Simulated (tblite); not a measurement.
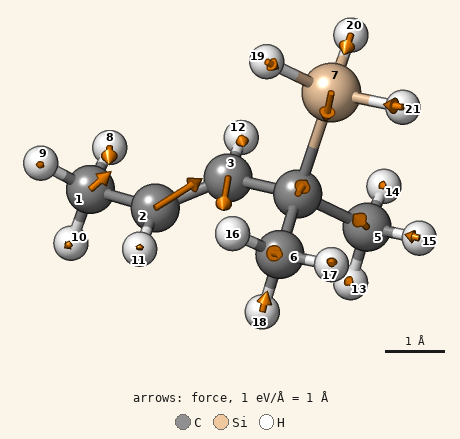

Starting geometry of C₆H₁₄Si with the computed forces as orange arrows. A ball-and-stick model, seen at a tilt.

Theory: tblite, GFN2-xTB geometry optimisation, gas phase. 

Question: Is this structure relaxed? If not, where do the atoms go?

Answer: It isn't relaxed: the largest force vector, on a C atom, is 1.11 eV/Å. The final displacements have little in common with the starting forces (cosine between the two patterns 0.21). The atom that moves furthest after the best rigid fit is an H atom (0.29 Å). By element the largest moves are H 0.29 Å, Si 0.15 Å, C 0.11 Å. Among the contacts that change: C–Si 1.994 → 1.924 Å, C–C 1.542 → 1.498 Å, C–C 1.565 → 1.533 Å, H–Si 1.496 → 1.464 Å. Among the angles between lasting bonds that change: C–C–Si 109.1° → 107.0°. Over 85 geometry steps the energy falls by 3.69 kcal/mol. The run took 0.47 s on 1 thread of Intel(R) Xeon(R) 6975P-C (shared host).
